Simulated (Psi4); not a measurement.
**A workflow on C2H7NSi (SMILES C=C[SiH2]N)**

Aim: a structure relaxation (singlet C2H7NSi, MP2/def2-SVPD), then the energy (doublet C2H7NSi+, UMP2/def2-SVPD), then a structure relaxation (doublet C2H7NSi+, UMP2/def2-SVPD), then a single-point energy (doublet C2H7NSi−, UMP2/def2-SVPD) of C2H7NSi. 

The results are computed with Psi4 1.11.

## Step 1: The structure to begin with

C2H7NSi has 11 atoms, charge 0, and is taken as a singlet. SMILES: `C=C[SiH2]N`. The coordinates come from a PBE0-D4/def2-TZVP relaxation. This is one conformer, not always the lowest. The run starts from this shape.

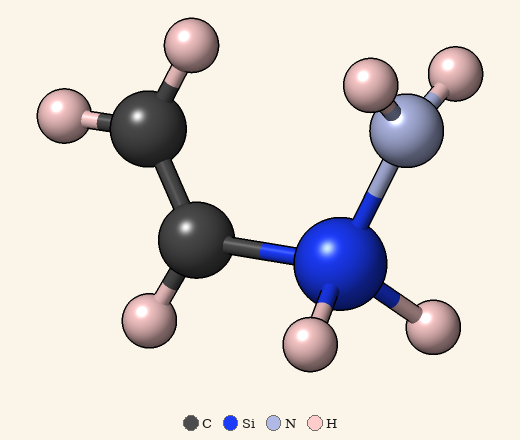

Viewed from a chosen angle; carbon dark grey, silicon blue, nitrogen light blue, hydrogen pink.

## Step 2: A geometry optimisation at MP2/def2-SVPD (density fitting, density fitting for correlation) (run 1)

The input, job.inp:

```
memory 1600 mb

molecule mol {
  C     -0.676100     1.337000    -0.945000
  C      0.089300     1.208600     0.135100
  Si     0.596500    -0.444500     0.832600
  N      0.002900    -1.803700    -0.028600
  H     -0.967100     2.304600    -1.344700
  H     -1.046800     0.465600    -1.479100
  H      0.433000     2.116700     0.631600
  H      0.099500    -0.536600     2.232600
  H      2.083200    -0.516700     0.836000
  H      0.404900    -2.086000    -0.906300
  H     -0.953800    -2.102100     0.056300
  units angstrom
  symmetry c1
}

set globals {
  num_frozen_docc 8
}

opt('mp2/def2-SVPD')
```

On the command line:

```sh
$ psi4 -i job.inp -o job.out -n 1
```

job.out:

```text
[...]
  Running in c1 symmetry.
[...]
  Nuclear repulsion =  159.293227869650366
[...]
  Multiplicity = 1
[...]
  Nalpha       = 20
  Nbeta        = 20
[...]
    Number of basis functions: 140
[...]
   @DF-RHF iter   1:  -422.88108766195546   -7.67923e-01   3.42019e-03 ADIIS/DIIS
[...]
   @DF-RHF iter  10:  -423.01693394089386   -3.97904e-13   5.65594e-11 DIIS
[...]
  @DF-RHF Final Energy:  -423.01693394089386
   => Energetics <=
    Nuclear Repulsion Energy =            157.5637351344902868
    One-Electron Energy =                -894.4796935836816374
    Two-Electron Energy =                 313.8990245082974297
    Total Energy =                       -423.0169339408938640
[...]
 Multipole Moments:
 ------------------------------------------------------------------------------------
     Multipole            Electronic (a.u.)      Nuclear  (a.u.)        Total (a.u.)
 ------------------------------------------------------------------------------------
 L = 1.  Multiply by 2.5417464519 to convert [e a0] to [Debye]
 Dipole X            :          0.5312057           -0.8341587           -0.3029530
 Dipole Y            :         -0.2940815            0.3126427            0.0185612
 Dipole Z            :          0.7470661           -1.1752897           -0.4282235
 Magnitude           :                                                    0.5248813
[...]
  -Total Gradient:
     Atom            X                  Y                   Z
    ------   -----------------  -----------------  -----------------
       1       -0.000001522455     0.000042445664    -0.000006583348
       2       -0.000041007028    -0.000068819108    -0.000062775081
       3        0.000035368783     0.000135356985     0.000053858482
       4        0.000037933529    -0.000161748462     0.000046918510
       5        0.000013208701    -0.000003865249     0.000019743837
       6        0.000007159824    -0.000002840380     0.000013231840
       7        0.000012606673    -0.000004970657     0.000019179947
       8       -0.000018305989    -0.000005535498    -0.000012252933
       9       -0.000005284486    -0.000004725414    -0.000018920381
      10       -0.000018259288     0.000038834073    -0.000030881926
      11       -0.000021898264     0.000035868046    -0.000021518946
[...]
```

Standard output:

```text
Optimizer: Optimization complete!
```

Run time: 46 s. Hardware: 1 thread of Intel Xeon Platinum 8259CL at 2.50GHz (Skylake/Cascade Lake), shared host; peak memory 0.41 GiB.

Steps, from the record of the run:

| step | energy from the first frame kept (eV) | largest force (eV/Å) |
| --- | --- | --- |
| 0 | 0.0000 | 1.0102 |
| 1 | -0.0329 | 0.1324 |
| 2 | -0.0336 | 0.0291 |
| 3 | -0.0337 | 0.0116 |
| 4 | -0.0337 | 0.0089 |

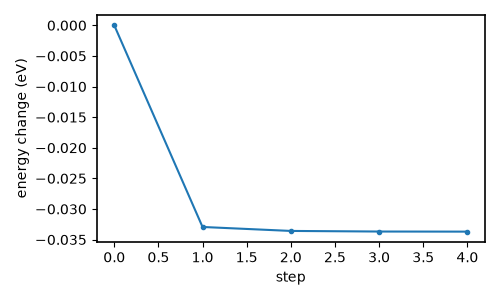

Energy along the run.

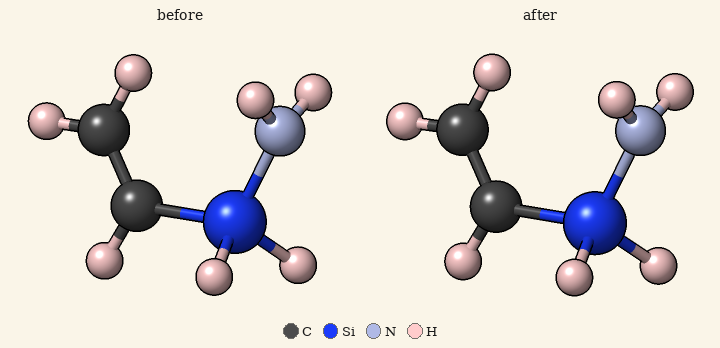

Before and after, at one scale.

After the run. Bond lengths: C1–C2 1.351 Å, C2–Si3 1.881 Å, Si3–N4 1.744 Å, C1–H5 1.093 Å, C1–H6 1.093 Å, C2–H7 1.097 Å, Si3–H8 1.486 Å, Si3–H9 1.486 Å, N4–H10 1.013 Å, N4–H11 1.013 Å. Some angles: C1–C2–Si3 123.3°, C2–Si3–N4 114.5°, C1–C2–H7 117.3°, Si3–C2–H7 119.4°, C2–C1–H5 122.2°, C2–C1–H6 121.1°, C2–Si3–H8 108.6°, C2–Si3–H9 108.6°, N4–Si3–H8 107.6°, N4–Si3–H9 107.7°.

## Step 3: The doublet cation: a single-point energy at UMP2/def2-SVPD (density fitting, density fitting for correlation) (run 2)

The input, input.dat:

```
memory 1.6 GB

molecule {
  1 2
  C
  C 1 r2
  Si 2 r3 1 a3
  N 3 r4 2 a4 1 d4
  H 1 r5 2 a5 3 d5
  H 1 r6 5 a6 2 d6
  H 2 r7 1 a7 5 d7
  H 3 r8 4 a8 6 d8
  H 3 r9 8 a9 4 d9
  H 4 r10 3 a10 8 d10
  H 4 r11 10 a11 3 d11

  r2 = 1.350586
  r3 = 1.881097
  a3 = 123.29795
  r4 = 1.743911
  a4 = 114.51782
  d4 = 0.0605
  r5 = 1.092933
  a5 = 122.18083
  d5 = -179.99572
  r6 = 1.093415
  a6 = 116.73934
  d6 = 179.99608
  r7 = 1.097487
  a7 = 117.32534
  d7 = -0.00288
  r8 = 1.485854
  a8 = 107.63941
  d8 = 120.83229
  r9 = 1.485867
  a9 = 109.73363
  d9 = -116.91081
  r10 = 1.012647
  a10 = 121.94753
  d10 = -162.00256
  r11 = 1.012643
  a11 = 111.74848
  d11 = 156.88858
  symmetry c1
}

set basis def2-SVPD
set reference uhf
set num_frozen_docc 8

energy('mp2')
```

On the command line:

```sh
$ psi4 -i input.dat -o output.dat -n 1
```

output.dat:

```text
[...]
  Running in c1 symmetry.
[...]
  Nuclear repulsion =  157.563715461863467
[...]
  Multiplicity = 2
[...]
  Nalpha       = 20
  Nbeta        = 19
[...]
    Number of basis functions: 140
[...]
   @DF-UHF iter   1:  -422.55560210476477   -5.51374e-01   2.51808e-03 ADIIS/DIIS
[...]
   @DF-UHF iter  24:  -422.70629375535754   -5.42855e-11   7.18387e-09 DIIS
[...]
   @S^2 Observed:                8.207997368E-01
[...]
    Orbital Energies [Eh]
    ---------------------
    Alpha Occupied:
       1A    -68.983469     2A    -15.945739     3A    -11.414915
       4A    -11.409312     5A     -6.349843     6A     -4.462019
       7A     -4.459521     8A     -4.458901     9A     -1.520640
      10A     -1.192347    11A     -1.016500    12A     -1.014635
      13A     -0.941612    14A     -0.892281    15A     -0.814300
      16A     -0.784588    17A     -0.722060    18A     -0.679973
      19A     -0.632916    20A     -0.548312
    Alpha Virtual:
      21A     -0.100905    22A     -0.038270    23A     -0.031355
      24A     -0.027707    25A     -0.018090    26A     -0.013545
[...]
  @DF-UHF Final Energy:  -422.70629375535754
   => Energetics <=
    Nuclear Repulsion Energy =            157.5637154618634668
    One-Electron Energy =                -885.1783553969091827
    Two-Electron Energy =                 304.9083461796881807
    Total Energy =                       -422.7062937553575352
  UHF NO Occupations:
  HONO-2 :   18  A 1.9972100
  HONO-1 :   19  A 1.9715267
[...]
 Multipole Moments:
 ------------------------------------------------------------------------------------
     Multipole            Electronic (a.u.)      Nuclear  (a.u.)        Total (a.u.)
 ------------------------------------------------------------------------------------
 L = 1.  Multiply by 2.5417464519 to convert [e a0] to [Debye]
 Dipole X            :          0.0022658           -0.0007511            0.0015146
 Dipole Y            :         -2.2171765            0.1700805           -2.0470960
 Dipole Z            :          0.8889277           -1.4649047           -0.5759770
 Magnitude           :                                                    2.1265826
[...]
```

Wall time 9.6 s (1 thread of Intel Xeon Platinum 8259CL at 2.50GHz (Skylake/Cascade Lake), shared host); peak memory 0.27 GiB.

## Step 4: The doublet cation: a geometry optimisation at UMP2/def2-SVPD (density fitting, density fitting for correlation) (run 3)

The input, calc.in:

```
memory 1.6 GB

molecule {
  1 2
  C
  C 1 1.350586
  Si 2 1.881097 1 123.29795
  N 3 1.743911 2 114.51782 1 0.0605
  H 1 1.092933 2 122.18083 3 -179.99572
  H 1 1.093415 5 116.73934 2 179.99608
  H 2 1.097487 1 117.32534 5 -0.00288
  H 3 1.485854 4 107.63941 6 120.83229
  H 3 1.485867 8 109.73363 4 -116.91081
  H 4 1.012647 3 121.94753 8 -162.00256
  H 4 1.012643 10 111.74848 3 156.88858
  symmetry c1
}

set {
  basis def2-SVPD
  reference uhf
  geom_maxiter 50
  num_frozen_docc 8
}

energy_value, wavefunction = opt("mp2", return_wfn=True)
```

On the command line:

```sh
$ psi4 calc.in calc.out -n 1
```

calc.out:

```text
[...]
  Running in c1 symmetry.
[...]
  Nuclear repulsion =  157.563715461863467
[...]
  Multiplicity = 2
[...]
  Nalpha       = 20
  Nbeta        = 19
[...]
    Number of basis functions: 140
[...]
   @DF-UHF iter   1:  -422.55560210476477   -5.51374e-01   2.51808e-03 ADIIS/DIIS
[...]
	Warning: cc_lambda option is changed to TRUE
	For this residual convergence, default PCG convergence is:     1.00e-07
[...]
	DF-SCS-MP2 Total Energy (a.u.)     :  -423.22401559116503
	DF-SOS-MP2 Total Energy (a.u.)     :  -423.22621995059410
[...]
   @DF-UHF iter  20:  -422.73239565789083    0.00000e+00   8.87995e-11 DIIS
[...]
   @S^2 Observed:                7.617028844E-01
[...]
    Orbital Energies [Eh]
    ---------------------
    Alpha Occupied:
       1A    -68.987258     2A    -15.906086     3A    -11.430517
       4A    -11.400732     5A     -6.350865     6A     -4.461970
       7A     -4.460622     8A     -4.460159     9A     -1.459921
      10A     -1.195367    11A     -0.984393    12A     -0.962804
      13A     -0.920663    14A     -0.838765    15A     -0.816997
      16A     -0.776203    17A     -0.736087    18A     -0.677181
      19A     -0.639106    20A     -0.554250
    Alpha Virtual:
      21A     -0.093927    22A     -0.054914    23A     -0.031316
      24A     -0.027569    25A     -0.019365    26A     -0.008497
[...]
  @DF-UHF Final Energy:  -422.73239565789083
   => Energetics <=
    Nuclear Repulsion Energy =            154.3530868698254608
    One-Electron Energy =                -879.1916622757053119
    Two-Electron Energy =                 302.1061797479890174
    Total Energy =                       -422.7323956578908337
  UHF NO Occupations:
  HONO-2 :   18  A 1.9990266
  HONO-1 :   19  A 1.9966247
[...]
 Multipole Moments:
 ------------------------------------------------------------------------------------
     Multipole            Electronic (a.u.)      Nuclear  (a.u.)        Total (a.u.)
 ------------------------------------------------------------------------------------
 L = 1.  Multiply by 2.5417464519 to convert [e a0] to [Debye]
 Dipole X            :          0.4935299            0.9780087            1.4715386
 Dipole Y            :         -0.8697029            0.1731590           -0.6965439
 Dipole Z            :          1.5760276           -0.7396006            0.8364269
 Magnitude           :                                                    1.8303577
[...]
	DF-SCS-MP2 Total Energy (a.u.)     :  -423.25272639494045
	DF-SOS-MP2 Total Energy (a.u.)     :  -423.25525651704271
	DF-SCS(N)-MP2 Total Energy (a.u.)  :  -422.93139856213872
[...]
	DF-MP2 Total Energy (a.u.)         :  -423.24766615073588
[...]
```

The script printed:

```text
Optimizer: Optimization complete!
```

Run time: 16 min. Hardware: 1 thread of Intel Xeon Platinum 8259CL at 2.50GHz (Skylake/Cascade Lake), shared host; peak memory 0.83 GiB.

Steps, from the record of the run:

| step | energy from the first frame kept (eV) | largest force (eV/Å) |
| --- | --- | --- |
| 0 | 0.0000 | 4.9141 |
| 2 | -0.5640 | 1.1046 |
| 4 | -0.5816 | 1.2901 |
| 6 | -0.5850 | 1.0537 |
| 8 | -0.5889 | 0.0134 |
| 10 | -0.6165 | 0.9532 |
| 12 | -0.7008 | 0.6986 |
| 14 | -0.7426 | 0.3329 |
| 16 | -0.7520 | 0.1258 |
| 18 | -0.7526 | 0.0656 |
| 20 | -0.7527 | 0.0116 |
| 22 | -0.7545 | 0.1301 |
| 24 | -0.2407 | 2.8470 |
| 26 | -0.7562 | 0.0899 |
| 28 | -0.7615 | 0.3478 |
| 30 | -0.7621 | 0.2247 |
| 32 | -0.7630 | 0.2293 |
| 34 | -0.7635 | 0.0361 |
| 36 | -0.7634 | 0.0360 |
| 38 | -0.7635 | 0.0034 |

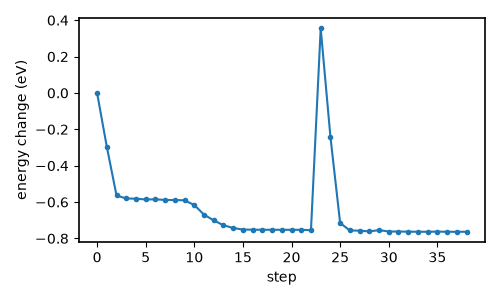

Energy along the run.

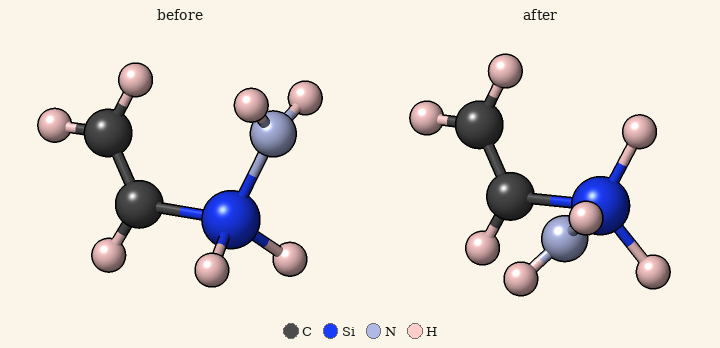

Before and after, at one scale.

After the run. Bond lengths: C1–C2 1.355 Å, C2–Si3 1.840 Å, Si3–N4 1.917 Å, C1–H5 1.092 Å, C1–H6 1.093 Å, C2–H7 1.094 Å, Si3–H8 1.471 Å, Si3–H9 1.475 Å, N4–H10 1.027 Å, N4–H11 1.027 Å. Some angles: C1–C2–Si3 120.2°, C2–Si3–N4 104.3°, C1–C2–H7 119.0°, Si3–C2–H7 120.8°, C2–C1–H5 121.3°, C2–C1–H6 122.2°, C2–Si3–H8 115.8°, C2–Si3–H9 118.1°, N4–Si3–H8 100.3°, N4–Si3–H9 98.3°.

## Step 5: The doublet anion: a single-point energy at UMP2/def2-SVPD (density fitting, density fitting for correlation) (run 4)

The input, calc.inp:

```
memory 1600 mb

molecule mol {
  -1 2
  C     -0.686500     1.352564    -0.960283
  C      0.089904     1.220365     0.136897
  Si     0.604278    -0.445397     0.843425
  N     -0.002770    -1.823275    -0.036444
  H     -0.974414     2.330100    -1.355290
  H     -1.058325     0.475882    -1.497621
  H      0.428789     2.141367     0.628211
  H      0.101663    -0.544731     2.238155
  H      2.088026    -0.524537     0.838005
  H      0.407254    -2.122573    -0.912660
  H     -0.960581    -2.138512     0.056669
  units angstrom
  symmetry c1
}

set globals {
  basis           def2-SVPD
  reference       uhf
  num_frozen_docc 8
}

result, w = energy("mp2", return_wfn=True)
```

On the command line:

```sh
$ psi4 calc.inp calc.out -n 1
```

calc.out:

```text
[...]
  Running in c1 symmetry.
[...]
  Nuclear repulsion =  157.563721295227054
[...]
  Multiplicity = 2
[...]
  Nalpha       = 21
  Nbeta        = 20
[...]
    Number of basis functions: 140
[...]
   @DF-UHF iter   1:  -422.67092390023640   -6.66695e-01   4.58170e-03 ADIIS/DIIS
[...]
   @DF-UHF iter  16:  -422.92763022133340   -3.25144e-11   8.34732e-09 DIIS
[...]
   @S^2 Observed:                7.652418939E-01
[...]
    Orbital Energies [Eh]
    ---------------------
    Alpha Occupied:
       1A    -68.577631     2A    -15.379691     3A    -10.975485
       4A    -10.960873     5A     -5.937992     6A     -4.050175
       7A     -4.049588     8A     -4.047589     9A     -0.955061
      10A     -0.775549    11A     -0.571027    12A     -0.503149
      13A     -0.498098    14A     -0.382740    15A     -0.372842
      16A     -0.312444    17A     -0.303994    18A     -0.264858
      19A     -0.200964    20A     -0.196822    21A      0.048231
    Alpha Virtual:
      22A      0.228487    23A      0.258034    24A      0.280814
      25A      0.292748    26A      0.310235    27A      0.314481
[...]
  @DF-UHF Final Energy:  -422.92763022133340
   => Energetics <=
    Nuclear Repulsion Energy =            157.5637212952270545
    One-Electron Energy =                -902.6369752588950632
    Two-Electron Energy =                 322.1456237423345783
    Total Energy =                       -422.9276302213334020
  UHF NO Occupations:
  HONO-2 :   19  A 1.9985333
  HONO-1 :   20  A 1.9949281
[...]
 Multipole Moments:
 ------------------------------------------------------------------------------------
     Multipole            Electronic (a.u.)      Nuclear  (a.u.)        Total (a.u.)
 ------------------------------------------------------------------------------------
 L = 1.  Multiply by 2.5417464519 to convert [e a0] to [Debye]
 Dipole X            :          0.9783671           -0.8341577            0.1442094
 Dipole Y            :         -2.0232084            0.3126415           -1.7105669
 Dipole Z            :          1.3558204           -1.1752919            0.1805286
 Magnitude           :                                                    1.7261014
[...]
```

Run time: 6.3 s. Hardware: 1 thread of Intel Xeon Platinum 8259CL at 2.50GHz (Skylake/Cascade Lake), shared host; peak memory 0.27 GiB.

## Step 6: Results

| quantity | value |
| --- | --- |
| run 1, MP2/def2-SVPD: total energy at the end | -423.58541 Eh |
| run 1, MP2/def2-SVPD: correlation energy (8 core orbitals frozen) | -568.5 mEh |
| doublet cation, run 2: total energy | -423.21961 Eh |
| doublet cation, run 2: HOMO energy (Hartree–Fock orbitals) (highest over α and β) | -14.87 eV |
| doublet cation, run 2: LUMO energy (Hartree–Fock orbitals) (lowest over α and β) | -6.50 eV |
| doublet cation, run 2: correlation energy (8 core orbitals frozen) | -513.3 mEh |
| doublet cation, run 2: ⟨S²⟩ of the reference determinant | 0.821 |
| doublet cation, run 3: total energy at the end | -423.24767 Eh |
| doublet cation, run 3: HOMO energy (Hartree–Fock orbitals) (highest over α and β) | -15.03 eV |
| doublet cation, run 3: LUMO energy (Hartree–Fock orbitals) (lowest over α and β) | -5.01 eV |
| doublet cation, run 3: correlation energy (8 core orbitals frozen) | -515.3 mEh |
| doublet cation, run 3: ⟨S²⟩ of the reference determinant | 0.762 |
| doublet anion: total energy | -423.51481 Eh |
| doublet anion: HOMO energy (Hartree–Fock orbitals) (highest over α and β) | 1.31 eV |
| doublet anion: LUMO energy (Hartree–Fock orbitals) (lowest over α and β) | 6.22 eV |
| doublet anion: correlation energy (8 core orbitals frozen) | -587.2 mEh |
| doublet anion: ⟨S²⟩ of the reference determinant | 0.765 |
| adiabatic ionisation energy (to the doublet cation, no zero-point term) | 9.190 eV |

What this shows: The adiabatic ionisation energy (to the doublet cation, no zero-point term) is 9.19 eV (212 kcal/mol). The optimisation (run 1, MP2/def2-SVPD) took 5 steps and changed the energy by -0.034 eV. The optimisation (doublet cation, run 3) took 39 steps and changed the energy by -0.764 eV. The HOMO (doublet anion) lies at positive energy, 1.31 eV: the electron is unbound at this level or held by a compact basis; values depend on the basis.
